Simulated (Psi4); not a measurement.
**TPSS/6-31G(d) (spherical functions) run of CH3BFNO (SMILES NC1(F)BO1)**

What is the vertical ionisation energy of CH3BFNO at TPSS/6-31G* (spherical functions)? 

The calculation is run with Psi4 1.11.

## Step 1: The system as given

CH3BFNO has 8 atoms, charge 0, and is taken as a singlet. SMILES: `NC1(F)BO1`. Geometry: relaxed at PBE0-D4/def2-TZVP. This is one conformer, not always the lowest.

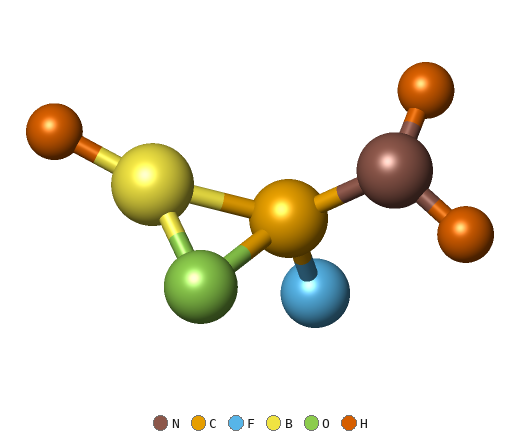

The structure, seen from a chosen angle (nitrogen brown, carbon amber, fluorine blue, boron yellow, oxygen green, hydrogen orange).

## Step 2: Energy and forces at TPSS/6-31G(d) (spherical functions)

Contents of run.py:

```python
import psi4

psi4.set_memory(2200000000)
psi4.set_num_threads(1)
psi4.set_output_file('run.log', False)

m = psi4.geometry("""
0 1
N     -0.81447196     2.17016148     0.34884344
C      0.10223418    -0.11565124    -0.54726469
F      0.23073556    -0.25076666    -3.13373283
B      0.63797154    -2.47024999     0.97339793
O      2.54527212    -0.89384046     0.48244708
H     -2.72026076     2.21116854     0.39948810
H     -0.14229638     3.66909224    -0.63532592
H      0.33485947    -4.42781728     2.00670017
units au
symmetry c1
""")

psi4.set_options({
    'basis': '6-31G*',
    'puream': True,
    'e_convergence': 1e-09,
    'd_convergence': 1e-08,
    'scf_type': 'pk',
    'dft_radial_points': 99,
    'dft_spherical_points': 590,
})

e, wfn = psi4.gradient('tpss', molecule=m, return_wfn=True)
psi4.oeprop(wfn, 'QUADRUPOLE', 'MAYER_INDICES', 'WIBERG_LOWDIN_INDICES', title='TPSS')
print('gradient / Eh bohr^-1')
print(e.np.round(6))
print(f'energy = {wfn.energy():.10f} Eh')
```

Started as:

```console
$ python run.py
```

run.log:

```text
[...]
  Running in c1 symmetry.
[...]
  Nuclear repulsion =  167.411286307521351
[...]
  Multiplicity = 1
[...]
  Nalpha       = 19
  Nbeta        = 19
[...]
    Number of basis functions: 76
[...]
   @RKS iter   1:  -294.31799176746779   -4.45445e-02   1.04936e-02 DIIS/ADIIS
[...]
   @RKS iter  12:  -294.59069548143617   -2.78533e-12   7.60135e-09 DIIS
[...]
    Orbital Energies [Eh]
    ---------------------
    Doubly Occupied:
       1A    -24.407645     2A    -18.937577     3A    -14.119551
       4A    -10.126780     5A     -6.624530     6A     -1.125108
       7A     -0.999868     8A     -0.844182     9A     -0.578273
      10A     -0.501467    11A     -0.479794    12A     -0.455544
      13A     -0.438115    14A     -0.378475    15A     -0.353319
      16A     -0.329843    17A     -0.313595    18A     -0.238335
      19A     -0.229359
[...]
  @RKS Final Energy:  -294.59069548143617
   => Energetics <=
    Nuclear Repulsion Energy =            167.4112863075213511
    One-Electron Energy =                -735.9115240991259270
    Two-Electron Energy =                 310.6065097701101649
    DFT Exchange-Correlation Energy =     -36.6969674599417104
    Empirical Dispersion Energy =           0.0000000000000000
    VV10 Nonlocal Energy =                  0.0000000000000000
    Total Energy =                       -294.5906954814361711
[...]
  -Total Gradient:
     Atom            X                  Y                   Z
    ------   -----------------  -----------------  -----------------
       1       -0.002157526124    -0.005102997947    -0.012481061863
       2        0.015514486698     0.002483931483    -0.000534783436
       3       -0.001426640236     0.001342257771     0.017921955437
       4        0.010977165532     0.011457317921    -0.005131379981
       5       -0.028995427840    -0.003673731199    -0.005051778408
       6        0.008380746546    -0.000949740866     0.000653203311
       7       -0.001841876341    -0.006547073928     0.005082535045
       8       -0.000467932744     0.001001314389    -0.000470390698
[...]
 Multipole Moments:
 ------------------------------------------------------------------------------------
     Multipole            Electronic (a.u.)      Nuclear  (a.u.)        Total (a.u.)
 ------------------------------------------------------------------------------------
 L = 1.  Multiply by 2.5417464519 to convert [e a0] to [Debye]
 Dipole X            :          1.2342190           -1.9382319           -0.7040128
 Dipole Y            :         -1.9637925            2.1889004            0.2251078
 Dipole Z            :         -2.1404919            2.2175884            0.0770965
 Magnitude           :                                                    0.7431362
 L = 2.  Multiply by 1.3450342976 to convert [e a0^2] to [Debye ang]
 Quadrupole XX       :        -77.9986219           58.1401008          -19.8585211
 Quadrupole XY       :         43.3297072          -44.4223928           -1.0926856
[...]
```

On the terminal:

```text
gradient / Eh bohr^-1
[[-0.002158 -0.005103 -0.012481]
 [ 0.015514  0.002484 -0.000535]
 [-0.001427  0.001342  0.017922]
 [ 0.010977  0.011457 -0.005131]
 [-0.028995 -0.003674 -0.005052]
 [ 0.008381 -0.00095   0.000653]
 [-0.001842 -0.006547  0.005083]
 [-0.000468  0.001001 -0.00047 ]]
energy = -294.5906954814 Eh
```

Wall time 29 s (1 thread of Intel Xeon 6975P-C (Granite Rapids), shared host); peak memory 1.3 GiB.

## Step 3: The doublet cation

Contents of calc.py:

```python
import psi4

psi4.set_memory(2200000000)
psi4.set_num_threads(1)
psi4.core.set_output_file('ch3bfno.out', False)

molecule = psi4.geometry("""
1 2
N     -0.81447196     2.17016148     0.34884344
C      0.10223418    -0.11565124    -0.54726469
F      0.23073556    -0.25076666    -3.13373283
B      0.63797154    -2.47024999     0.97339793
O      2.54527212    -0.89384046     0.48244708
H     -2.72026076     2.21116854     0.39948810
H     -0.14229638     3.66909224    -0.63532592
H      0.33485947    -4.42781728     2.00670017
units au
symmetry c1
""")

psi4.set_options({
    'basis': '6-31G*',
    'reference': 'uks',
    'puream': True,
    'e_convergence': 1e-09,
    'd_convergence': 1e-08,
    'scf_type': 'pk',
    'dft_radial_points': 99,
    'dft_spherical_points': 590,
    'maxiter': 100,
})

result, w = psi4.gradient("tpss", molecule=molecule, return_wfn=True)
psi4.oeprop(w, "WIBERG_LOWDIN_INDICES", "MAYER_INDICES", "LOWDIN_CHARGES")
print('gradient / Eh bohr^-1')
print(result.np.round(6))
print(f'energy = {w.energy():.10f} Eh')
```

Started as:

```console
$ python calc.py
```

ch3bfno.out, cut to the lines that bear on the results:

```text
[...]
  Running in c1 symmetry.
[...]
  Nuclear repulsion =  167.411286307521351
[...]
  Multiplicity = 2
[...]
  Nalpha       = 19
  Nbeta        = 18
[...]
    Number of basis functions: 76
[...]
   @UKS iter   1:  -293.98617065521330    2.87277e-01   9.66009e-03 ADIIS/DIIS
[...]
   @UKS iter  17:  -294.22931752514904   -1.02318e-12   7.67770e-09 DIIS
[...]
   @S^2 Observed:                7.528252109E-01
[...]
  @UKS Final Energy:  -294.22931752514904
   => Energetics <=
    Nuclear Repulsion Energy =            167.4112863075213511
    One-Electron Energy =                -725.2910399283929337
    Two-Electron Energy =                 299.9485574568526545
    DFT Exchange-Correlation Energy =     -36.2981213611300646
    Empirical Dispersion Energy =           0.0000000000000000
    VV10 Nonlocal Energy =                  0.0000000000000000
    Total Energy =                       -294.2293175251490425
[...]
 Multipole Moments:
 ------------------------------------------------------------------------------------
     Multipole            Electronic (a.u.)      Nuclear  (a.u.)        Total (a.u.)
 ------------------------------------------------------------------------------------
 L = 1.  Multiply by 2.5417464519 to convert [e a0] to [Debye]
 Dipole X            :          0.8665111           -1.9382319           -1.0717208
 Dipole Y            :         -1.7803738            2.1889004            0.4085265
 Dipole Z            :         -1.5519672            2.2175884            0.6656212
 Magnitude           :                                                    1.3260962
[...]
  -Total Gradient:
     Atom            X                  Y                   Z
    ------   -----------------  -----------------  -----------------
       1        0.002566933991    -0.003631583537     0.011688126936
       2       -0.013428146231    -0.023352293198     0.049251664422
       3        0.003476537928    -0.006889197175    -0.017193731380
       4       -0.022479655075     0.050914986161    -0.027603899543
       5        0.006802582919     0.001062262140    -0.010010073347
       6        0.017849810219    -0.005308163206    -0.020511085792
       7       -0.002719820865    -0.012170449864     0.011786694278
       8        0.007916787257    -0.000614973770     0.002581029519
[...]
```

The script printed:

```text
gradient / Eh bohr^-1
[[ 0.002567 -0.003632  0.011688]
 [-0.013428 -0.023352  0.049252]
 [ 0.003477 -0.006889 -0.017194]
 [-0.02248   0.050915 -0.027604]
 [ 0.006803  0.001062 -0.01001 ]
 [ 0.01785  -0.005308 -0.020511]
 [-0.00272  -0.01217   0.011787]
 [ 0.007917 -0.000615  0.002581]]
energy = -294.2293175251 Eh
```

Wall time 56 s (1 thread of Intel Xeon 6975P-C (Granite Rapids), shared host); peak memory 1.3 GiB.

## Step 4: Outcome

At TPSS/6-31G* (spherical functions):

| quantity | value |
| --- | --- |
| singlet CH3BFNO: total energy | -294.59070 Eh |
| singlet CH3BFNO: dipole moment | 1.89 D |
| singlet CH3BFNO: HOMO energy | -6.24 eV |
| singlet CH3BFNO: LUMO energy | -1.07 eV |
| singlet CH3BFNO: HOMO–LUMO gap | 5.17 eV |
| singlet CH3BFNO: largest force on an atom | 1.525 eV/Å |
| doublet cation: total energy | -294.22932 Eh |
| doublet cation: HOMO energy (highest over α and β) | -13.76 eV |
| doublet cation: LUMO energy (lowest over α and β) | -13.40 eV |
| doublet cation: ⟨S²⟩ | 0.753 |
| doublet cation: largest force on an atom | 3.195 eV/Å |
| vertical ionisation energy (to the doublet cation) | 9.834 eV |

What this shows: The vertical ionisation energy comes to 9.83 eV (227 kcal/mol). The largest force (singlet CH3BFNO) is 1.53 eV/Å: the shape isn't a stationary point for this species at this level. The negative HOMO energy of the first species, 6.24 eV, lies 3.59 eV below that difference.
